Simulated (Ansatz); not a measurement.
# Amorphous In$_{24}$O$_{37}$Na$_{2}$

Preparation: random packing, a CHGNet melt and quench, and a DFT relaxation. O atoms were pushed apart under 1.9 Å during the dynamics, to hinder bonds among them. The hot cell started wider than the set density and was brought back towards it in steps. It is the lowest in DFT energy of 2 quenches. It is a model cell: composition and starting density were chosen by hand, and all elements were melted together. No dispersion term was used.

Methods: PBE, scalar-relativistic without spin-orbit coupling (Ansatz, a first-principles code); r2SCAN, scalar-relativistic without spin-orbit coupling (Ansatz); HSE06, scalar-relativistic without spin-orbit coupling (Ansatz). Geometry, pressure, stress and energy are those of the PBE run. Its sampling: a 2×2×2 Γ-centred mesh; Fermi-Dirac width 0.02 eV; no spin polarisation. Other functionals are single points at the zone centre (r2SCAN at 500 eV; exact exchange cut at the cell's faces), free to take moments where seeds were set. At PBE the levels at the filled edge of the gap are localised (band-tail or defect states).

Number of atoms in the cell: 63
Density (held, not predicted): 6.31 g/cm^3
Volume per atom: 14.16 Å³
Pressure on a 2×2×2 Γ-centred mesh: 0.81 GPa
Largest force and stress component on that mesh (the relaxation ran on the zone centre alone): 0.06 eV/Å and 1.0 GPa
Level gap on a 2×2×2 Γ-centred mesh (PBE): 0.46 eV
Level gap at the zone centre (PBE): 0.46 eV
Level gap at the zone centre (r2SCAN): 0.90 eV
Level gap at the zone centre (HSE06): 1.85 eV

Neighbours within In-In 3.12 Å, In-O 2.76 Å, In-Na 3.39 Å, O-O 1.58 Å, O-Na 2.78 Å, Na-Na 3.65 Å count as bonded. Two cations that share two anions don't count as bonded, nor two that share one unless they lie closer than In-In 3.04 Å, In-Na 3.30 Å, Na-Na 3.55 Å.

| Item | Value |
|---|---|
| Mean coordination of In by anions | 5.33 (1 with 4, 14 with 5, 9 with 6) |
| Mean coordination of O | 3.70 (13 with 3, 22 with 4, 2 with 5) |
| Mean coordination of Na by anions | 4.50 (1 with 4, 1 with 5) |
| Mean In-O bond | 2.201 Å (spread 0.124 Å, 128 counted) |
| Mean O-Na bond | 2.374 Å (spread 0.161 Å, 9 counted) |

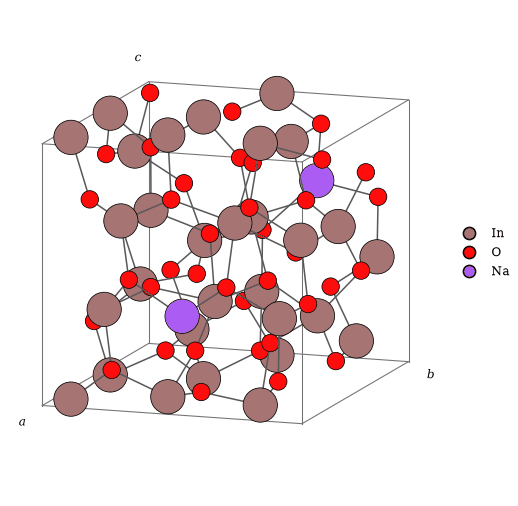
Figure. The relaxed cell

Its density started from a set value of 6.32 g/cm³. The simulated quench (nominally 280 K/ps over its main leg) is rapid and tends to freeze in more defects than a deposited or slowly cooled glass has. A cell of this size samples the disorder only roughly. The volume was held where the preparation left it and the shape relaxed, at a PBE pressure of 0.8 GPa. Stress components on the final sampling reach 1.0 GPa.
